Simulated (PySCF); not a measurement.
## Electronic structure of C4H13NSi2 (SMILES N[SiH2]C/C=C/C[SiH3]) in real space

The calculation's input:

```
{"job": {"kind": "nmr", "xc": "PBE0", "basis": "pcSseg-1", "pop": false}, "charge": 0, "multiplicity": 1}
N     -1.828158     1.284458    -0.057771
Si    -2.553141    -0.124824    -0.700507
C     -1.428482    -1.565300    -0.143759
C     -0.002986    -1.224797    -0.379846
C      0.841828    -0.820837     0.558447
C      2.242040    -0.374167     0.309969
Si     2.347587     1.529616     0.369932
H     -0.993462     1.254521     0.500475
H     -2.253335     2.192571    -0.075126
H     -2.603216    -0.049044    -2.167485
H     -3.912367    -0.341915    -0.183259
H     -1.593395    -1.767761     0.914659
H     -1.699191    -2.464199    -0.696949
H      0.327984    -1.272464    -1.409907
H      0.511690    -0.769270     1.589561
H      2.577259    -0.727469    -0.666211
H      2.909551    -0.802416     1.060186
H      1.514124     2.093698    -0.692953
H      3.741213     1.947644     0.202123
H      1.854459     2.001955     1.668421
```

Run with:

```sh
OMP_NUM_THREADS=1 python ens_run.py task.json out
```

Geometry: GFN2-xTB.

Level of theory: PySCF, PBE0/pcSseg-1, SCF density, gas phase, non-relativistic.

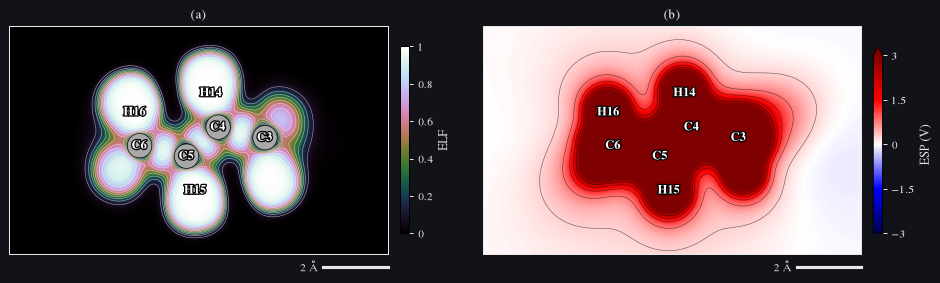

Figure 1. (a) ELF; (b) molecular electrostatic potential on the plane of atoms C3, C4 and H14. Grey discs cover the atomic cores in the ELF map.

**Interpret the plot.**

- The plane passes through C and H nuclei.
- C–C (1.33 Å): the ELF peaks at about 0.90 between the atoms: a short, multiple covalent bond.
- C–C (1.48 Å): the ELF peaks at about 0.95 between the atoms: a covalent bond.
- C–H (1.08 Å): the ELF climbs to about 1 towards the hydrogen, as it does in any bond to H: an ordinary covalent bond to hydrogen.
- The potential has no marked negative region in this plane.

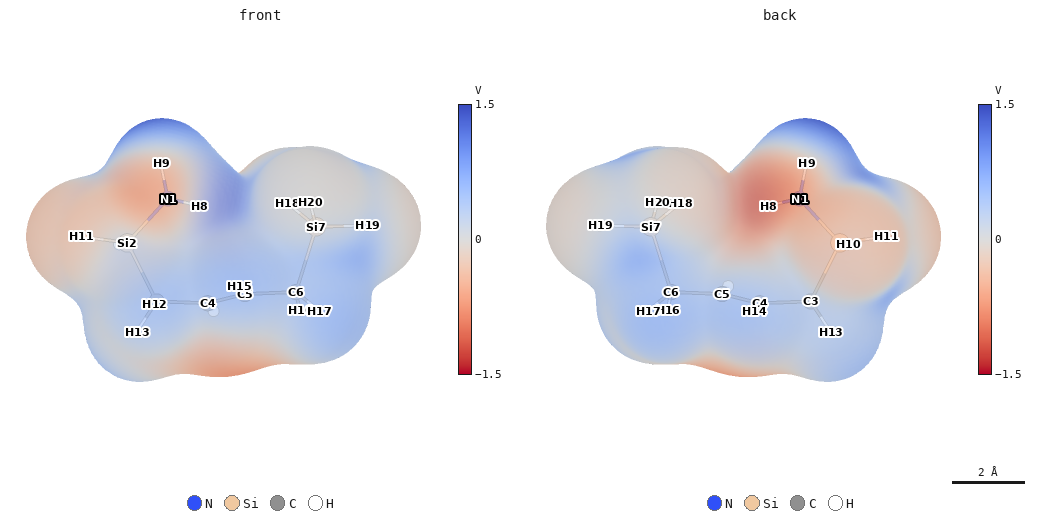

Figure 2. The electrostatic potential painted on the density surface at 0.001 e/bohr³, seen from the front and from behind; the colour scale runs from red (negative) to blue (positive).

**Describe the electrostatic potential map.**

The most negative region (about −0.9 V) lies over N1, the most positive (about +1.2 V) over H9.
